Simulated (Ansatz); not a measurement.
```xyz
17

Si    0.0855    0.4454   -0.7059
O    -0.6769    1.4413    0.3311
Si   -0.8301    2.4630    1.6091
O    -0.7715   -0.9295   -0.8596
Si   -2.0652   -1.9299   -0.6982
O     1.5651    0.0949   -0.1256
Si    2.8329   -0.8580    0.3047
H     0.2102    1.0955   -2.0102
H    -0.1662    3.7509    1.3114
H    -2.2656    2.6995    1.8630
H    -0.2121    1.8689    2.8152
H    -3.1632   -1.4861   -1.5845
H    -1.6596   -3.3001   -1.0709
H    -2.5428   -1.9256    0.7023
H     3.8005   -0.0485    1.0725
H     3.4948   -1.3974   -0.9032
H     2.3643   -1.9844    1.1421
```

These are results of Ansatz, Hartree-Fock, Gaussian basis def2-SVP, not measurements.

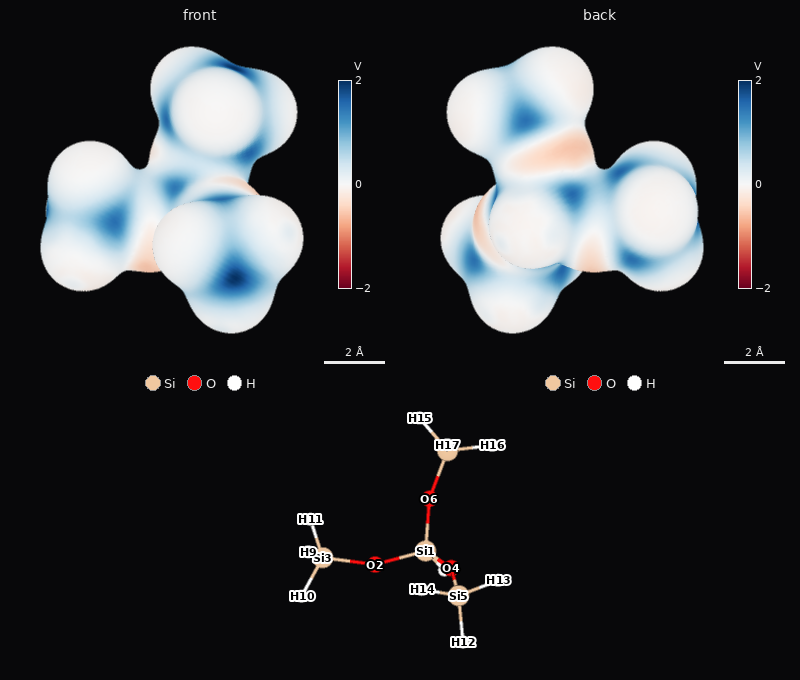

H₁₀O₃Si₄. The electrostatic potential painted on the density surface at 0.002 e/bohr³, seen from the front and from behind; red is negative and blue positive. The bare structure is drawn below in the same view.

Where is the surface potential most negative and most positive?

Answer. The most negative region (about −0.5 V) lies over O2, O4 and O6, the most positive (about +1.9 V) over Si3, Si5 and Si7.
